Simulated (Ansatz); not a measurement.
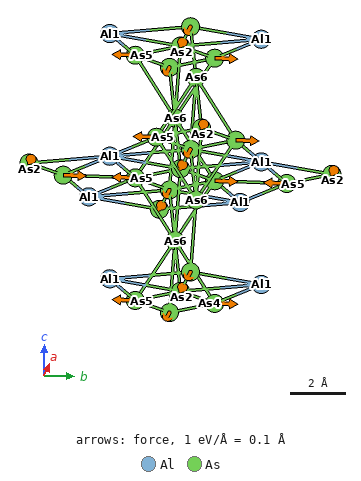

Starting geometry of crystalline AlAs$_{5}$ (a generated structure, set up in P4/mmm) (coarse preliminary run) with the computed forces as orange arrows. The picture is a ball-and-stick view of the atoms within 5.8 Å of the atom that moves most (axes of the cell of the calculation), seen from a free direction.

Theory: DFT PBE, scalar-relativistic, plane waves, PAW (Ansatz 0.2.0).

Input file:
```yaml
crystal:
  lattice:
    - [5.65274163, 0.0, 0.0]
    - [0.0, 5.65274163, 0.0]
    - [0.0, 0.0, 4.70548547]
  atoms:
    - { symbol: Al, position: [0.5, 0.5, 0.5] }
    - { symbol: As, position: [0.26195313, 0.0, 0.5] }
    - { symbol: As, position: [0.73804687, 0.0, 0.5] }
    - { symbol: As, position: [0.0, 0.26195313, 0.5] }
    - { symbol: As, position: [0.0, 0.73804687, 0.5] }
    - { symbol: As, position: [0.0, 0.0, 0.0] }
basis:
  ecutwfc: 420
kpoints:
  mp_grid: { grid: [4, 4, 4] }
hamiltonian:
  xc: pbe
scf:
  occupations: { method: gaussian, width: 0.1 }
  lower_state_search: "off"
output:
  forces: true
  stress: true
  eigenvalues: true
relax:
  adjacent_minimum: "off"
  f_tol: 0.04
  max_steps: 70
  cell: { stress_tol: 0.4 }
```

Command:
```bash
ansatz run input.yaml --threads 1 --pin off --max-ram 2560MiB --backend cpu --events-out ev --progress --plain --runs-dir out
```

What follows when this structure is relaxed?

Answer. It isn't relaxed: the largest force vector, on As atoms, is 8.99 eV/Å. The atoms end up moving mostly along the starting forces (cosine between the two patterns 1.00). The largest moves relative to the cell, 0.18 Å, are those of As2, As3, As4 and As5. As2 goes along +a. Al stays in place. The volume changes by +16.3 %, with a = b 5.653 → 6.301 Å (+11.5 %), c 4.705 → 4.405 Å (−6.4 %). Some distances before and after: As2–As3 2.962 → 3.666 Å, As2–As4 2.094 → 2.592 Å, Al1–As2 3.130 → 3.415 Å, As2–As6 2.780 → 2.866 Å. Bond angles that change, for instance: As6–As2–As6 115.6° → 100.5°, As3–As2–As6 122.2° → 129.8°, As4–As2–As6 67.9° → 63.1°. The space group stays P4/mmm (No. 123). The energy falls by 851 meV per atom in 7 accepted moves (8 points after the start). The largest force component goes from 9 to 0.0028 eV/Å. The pressure goes from 26.78 to 0.14 GPa. At 1 point the geometry stayed and the basis and grid were re-selected for the new cell (energy shift of 2.6 meV per atom at most each time). The run took 38 s on 1 thread of Intel(R) Xeon(R) 6975P-C (Granite Rapids), with other jobs on the host, peak memory 0.53 GiB.
